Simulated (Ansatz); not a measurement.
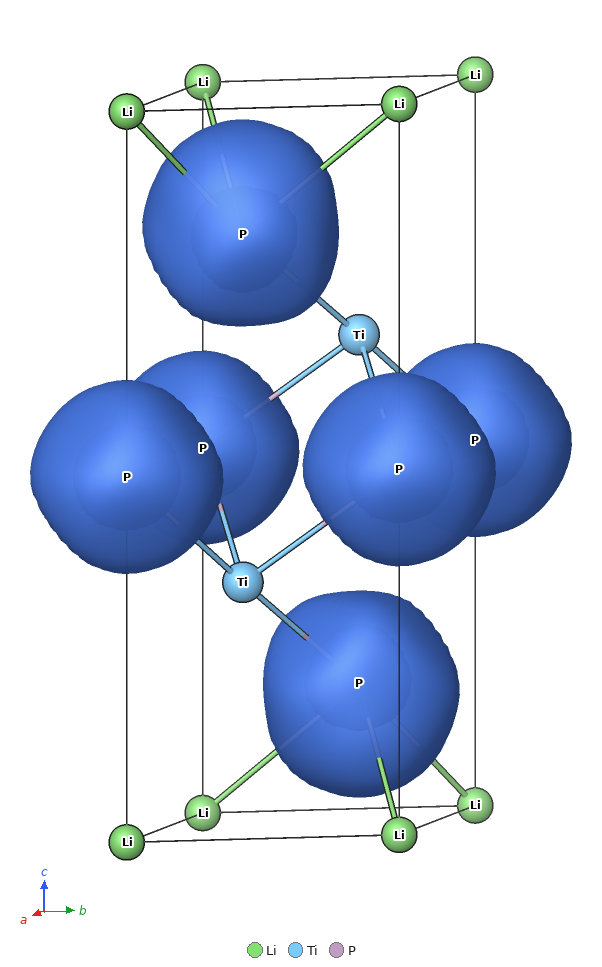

Figure 1: LiTi$_{2}$P$_{3}$. Isosurface of the electron localisation function at 0.7 (blue), seen slightly off an axis. Only the valence region is drawn (cores and ρ < 0.01 e/Å³ removed). Sticks mark near contacts.

Space group P-3m1; a structure from a database of computed crystals, not necessarily the ambient phase; started from the CaSm2S3-164 prototype, which need not be the ambient phase; computed without spin polarisation.

These are results of DFT, PBEsol, plane waves, PAW (Ansatz), not measurements.

In a PAW calculation such maps are meaningful between the atoms, not at the nuclei.

Where are the electrons localised?

The surface consists of three regions wrapped around P (the valence shell of each), counted in one cell of 6 atoms. Any copies at cell faces, edges or corners count once. Along the contacts the grid gives the following. Ti–P (2.45 Å): the ELF peaks at about 0.85 in the valence shell of P, 0.9 Å from its nucleus, and is about 0.50 at the midpoint. Li–P (2.61 Å): the ELF peaks at about 0.85 in the valence shell of P, 0.9 Å from its nucleus, and is about 0.70 at the midpoint.
